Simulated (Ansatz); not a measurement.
```yaml
atoms:
  - { symbol: Si, position_ang: [0.2934, -0.0941, -0.0947] }
  - { symbol: H, position_ang: [0.3396, -0.1475, 1.3742] }
  - { symbol: N, position_ang: [1.8286, 0.0762, -0.9011] }
  - { symbol: H, position_ang: [2.4607, -0.7044, -0.8756] }
  - { symbol: H, position_ang: [2.3430, 0.9252, -0.7520] }
  - { symbol: H, position_ang: [-0.5491, 1.0586, -0.4951] }
  - { symbol: H, position_ang: [-0.3084, -1.3726, -0.5600] }
  - { symbol: P, position_ang: [-2.7880, 0.2430, 1.2995] }
  - { symbol: H, position_ang: [-2.7639, -0.8116, 0.3479] }
  - { symbol: H, position_ang: [-3.4308, -0.5108, 2.3112] }
  - { symbol: H, position_ang: [-1.4780, 0.0261, 1.7942] }
```

Not at a stationary point (largest force 0.8 eV/Å).

Level of theory: RHF/cc-pVDZ (Ansatz 0.2.0).

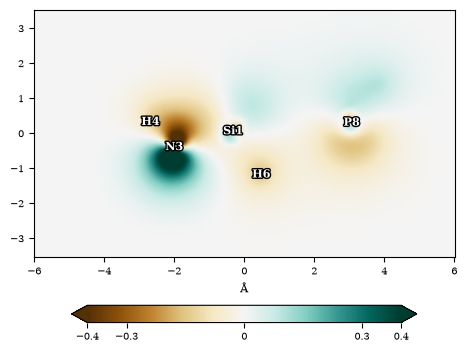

H5NSi···PH3. The HOMO−1 on the plane of atoms N3, Si1 and H6 (values in Å⁻³ᐟ²; the overall sign is arbitrary).

Question: Describe this orbital and give its energy.

Answer: Its weight (Hirshfeld) is mainly on N3 (about 55 %), Si1 (about 15 %), H2 (about 10 %) and P8 (about 10 %). Its energy is −10.90 eV.
